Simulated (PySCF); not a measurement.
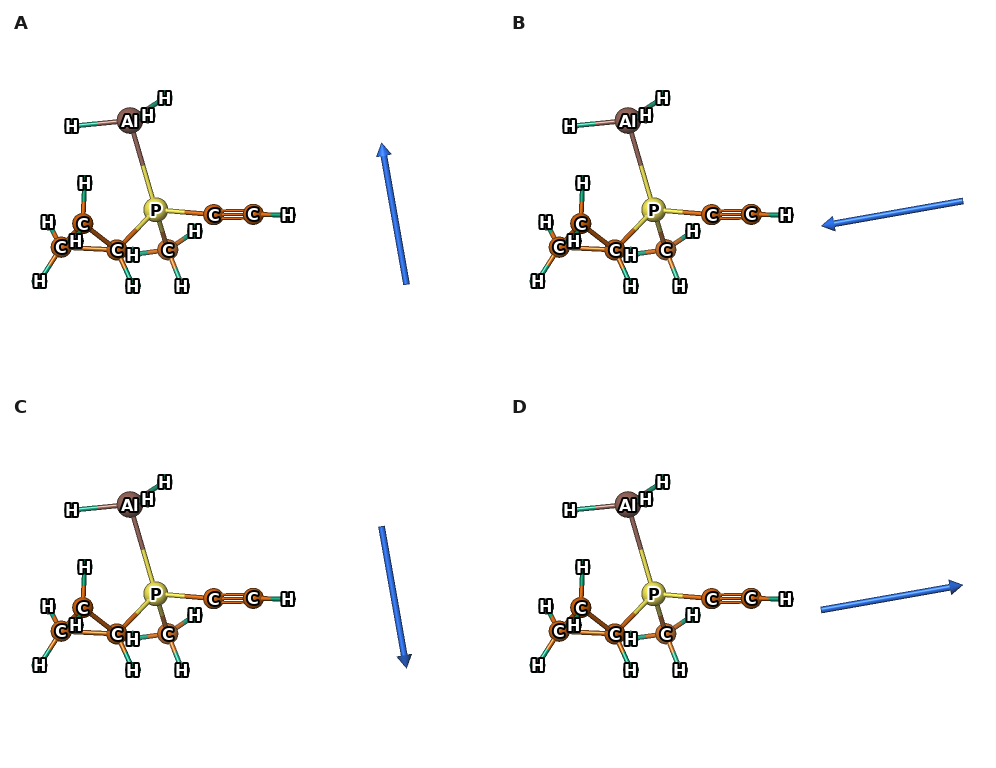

The same molecule four times, each with an arrow. Computed geometry: GFN2-xTB optimisation. No frequency run is at hand to confirm it as a minimum. Level of theory: PBE0/pcSseg-1, gas phase (PySCF 2.14.0).

Which arrow points along the dipole moment, from the negative to the positive end?

Answer. C. The dipole moment is 4.99 D.

The geometry is semi-empirical. Around Al, P such bond lengths and angles can be off by a tenth of an ångström or more and by several degrees, and values that hang on the shape move with them.
